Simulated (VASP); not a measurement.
Band structure of SmCu$_{4}$Ag (space group F-43m). Computed with PBEsol GGA, VASP's PBE PAW potentials (set 64) (plane waves; VASP).

The 4f electrons are frozen in the core of the lanthanide potential, so 4f levels, which can set the real gap, and their magnetism are missing.

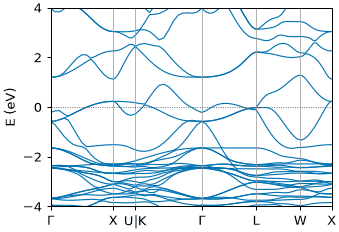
Figure. Bands along high-symmetry lines, zero at the valence-band maximum or, without a gap, the Fermi level

Question: Read the plot: is there a gap, and where are the band edges?

Answer: It has no gap at this level: it comes out as a metal or semimetal. (Edges off the drawn lines would not show.)

The structure comes from a computed database's SmCu4Ag entry (F-43m); how it stands against other phases isn't given here. It was relaxed first.
